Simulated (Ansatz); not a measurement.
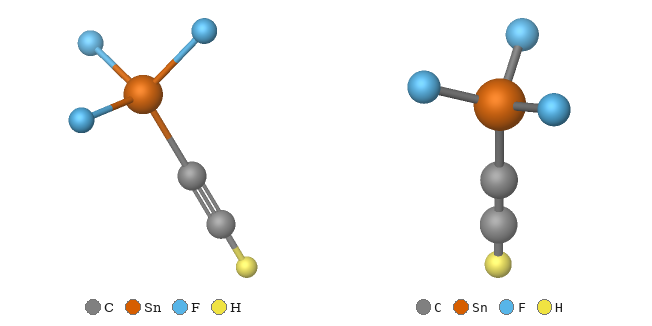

Both panels show the same species.

Computed geometry: PBE0-D4/def2-TZVP optimisation.

What is the molecular formula?

Answer. C2HF3Sn, 7 atoms: 2 carbon, 1 hydrogen, 3 fluorine and 1 tin.

What is its SMILES?

Answer. C#[C][Sn]([F])([F])[F]

The parts below concern this one geometry. Atoms keep their numbers from picture to picture.

## Symmetry

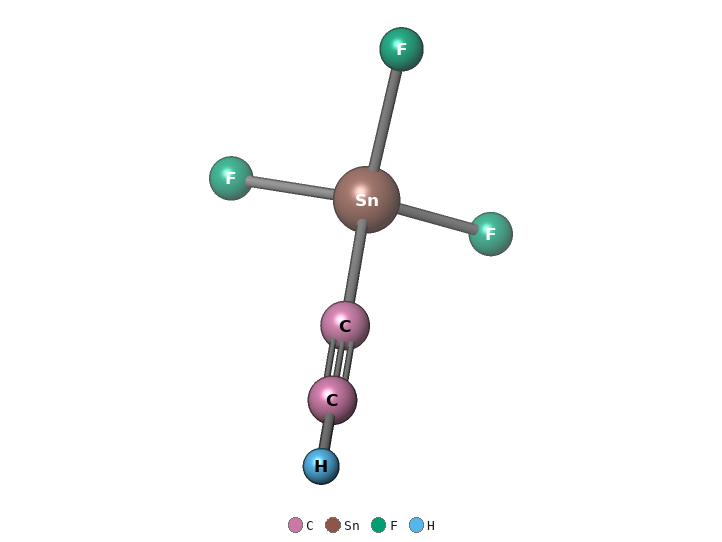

Atoms fade into the background with distance from the viewer.

Which symmetry elements does this geometry have?

Answer. It has 1 C3 axis and 3 mirror planes, so the point group is C3v. The group has 6 operations. The geometry is achiral, and symmetry allows a dipole moment.

## Charges

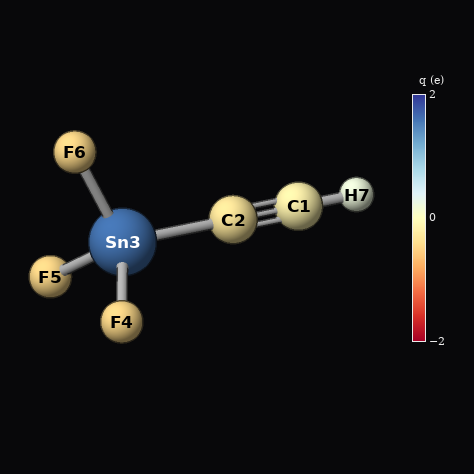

Atoms are coloured by their Mulliken charges. Level of theory: RKS PBE0-D4/def2-TZVP, core potentials on Sn (Ansatz 0.2.0).

Which atom carries the highest charge (most positive or least negative)?

Answer. Sn3 (1.58 e).

And the lowest?

Answer. F4, F5, F6 (−0.45 e).

List the Mulliken charges.

```
atom  value (e)
  C1      −0.15
  C2      −0.29
 Sn3       1.58
  F4      −0.45
  F5      −0.45
  F6      −0.45
  H7       0.20
```

## Levels of theory compared

Program: Ansatz 0.2.0.

Tabulate HOMO–LUMO gap (eV) at these levels: B3LYP-D4/def2-TZVPP; B97M-V/def2-TZVPP; PBE-D4/def2-TZVPP; PBE0-D4/def2-QZVPP; ωB97M-V/def2-QZVPP; ωB97M-V/def2-TZVPP; ωB97X-V/def2-TZVPP.

| level | HOMO–LUMO gap (eV) |
| --- | --- |
| B3LYP-D4/def2-TZVPP | 6.88 |
| B97M-V/def2-TZVPP | 5.64 |
| PBE-D4/def2-TZVPP | 5.18 |
| PBE0-D4/def2-QZVPP | 7.51 |
| ωB97M-V/def2-QZVPP | 11.86 |
| ωB97M-V/def2-TZVPP | 12.00 |
| ωB97X-V/def2-TZVPP | 12.28 |

## Thermal motion

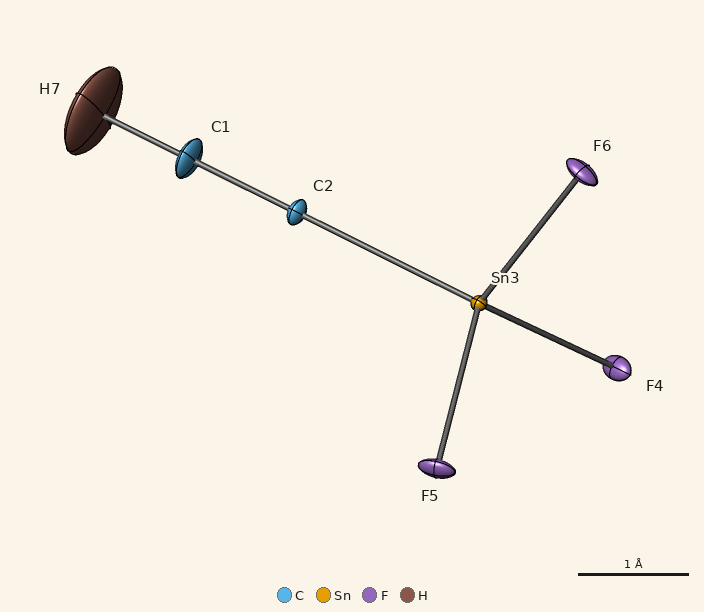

Displacement ellipsoids at the 50 % level, from the internal vibrations of the free molecule (harmonic, no overall translation or rotation; no half-axis is drawn under 0.075 Å). Vibrations computed with RKS PBE0-D4/def2-TZVP, core potentials on Sn (Ansatz 0.2.0). Temperature: 200 K.

Give the displacement parameters, one line for each set of equivalent atoms.

```csv
atom,U_eq (Å²),rms amplitudes (Å)
C1,0.0113,"0.043, 0.127, 0.127"
C2,0.0049,"0.040, 0.081, 0.081"
Sn3,0.00050,"0.017, 0.025, 0.025"
"F4, F5, F6",0.0065,"0.039, 0.071, 0.113"
H7,0.0546,"0.081, 0.280, 0.281"
```

Mulliken values depend strongly on the basis set and can even reverse the polarity of a bond.
